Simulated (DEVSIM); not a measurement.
Structure: In0.53Ga0.47As p-n junction from an implanted or diffused profile, at 300 K.

| layer (left to right) | material | thickness (μm) | Nd (cm⁻³) | τn (s) | τp (s) |
|---|---|---|---|---|---|
| 1 | In0.53Ga0.47As | 49.0 | 1.3e16 | 6.4e-8 | 6.4e-8 |

Added acceptor profile: 4.3e17 cm⁻³ × exp(−(x − 0.076 μm)²/(2·(0.045 μm)²)). Left contact: ohmic. Right contact: ohmic. Voltage is applied to the left contact. Recombination: SRH at mid-gap, radiative. Mobility is constant in doping.

Constants are typed, rounded textbook-type inputs, not results; the design itself was drawn at random and stands for no fabricated device. Values at 300 K.

```tsv
parameter	In0.53Ga0.47As
gap (eV)	0.74
affinity (eV)	4.51
permittivity	13.9
Nc (cm⁻³)	2.1e17
Nv (cm⁻³)	7.7e18
μn (cm²/Vs)	12000
μp (cm²/Vs)	300
B (cm³/s)	9.6e-11
```

Simulated with DEVSIM: 1D drift-diffusion, Boltzmann statistics, complete ionisation; no tunnelling, impact ionisation, image-force lowering or self-heating.

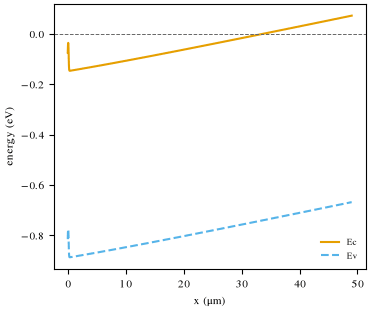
Figure. Band edges at 0.7 V on the left contact

Energies count from the Fermi level of the right contact; mesh points crowd at the junctions.

```
x (μm)   Ec (eV)  Ev (eV)  n (cm⁻³)  p (cm⁻³)  field (V/cm)
-------  -------  -------  --------  --------  ------------
0.000     -0.075   -0.815   6600000    9.0e16          9100
0.02336   -0.055   -0.795    3.9e13    1.9e17          7300
0.04979   -0.041   -0.781    7.1e13    3.4e17          3600
0.07971   -0.036   -0.776    1.3e14    4.1e17          -500
0.1253    -0.053   -0.793    4.1e14    2.1e17         -6900
0.1633    -0.088   -0.828    1.8e15    5.4e16        -11000
0.2029    -0.124   -0.864    7.4e15    1.3e16         -6700
0.2560    -0.143   -0.883    1.6e16    6.4e15         -1400
0.2977    -0.146   -0.886    1.8e16    5.6e15          -320
0.3892    -0.147   -0.887    1.8e16    5.4e15            24
0.6160    -0.146   -0.886    1.8e16    5.3e15            39
1.493     -0.142   -0.882    1.8e16    4.9e15            40
3.349     -0.135   -0.875    1.7e16    4.2e15            41
7.946     -0.116   -0.856    1.6e16    2.9e15            42
25.48     -0.038   -0.778    1.4e16    6.8e14            46
39.42      0.027   -0.713    1.3e16    2.1e14            47
45.11      0.053   -0.687    1.3e16    1.0e14            47
47.43      0.064   -0.676    1.3e16    4.7e13            48
48.55      0.070   -0.670    1.3e16    1.5e13            48
48.83      0.071   -0.669    1.3e16    5.6e12            48
48.95      0.072   -0.668    1.3e16    1.8e12            48
49.00      0.072   -0.668    1.3e16     4.6e7            48
```
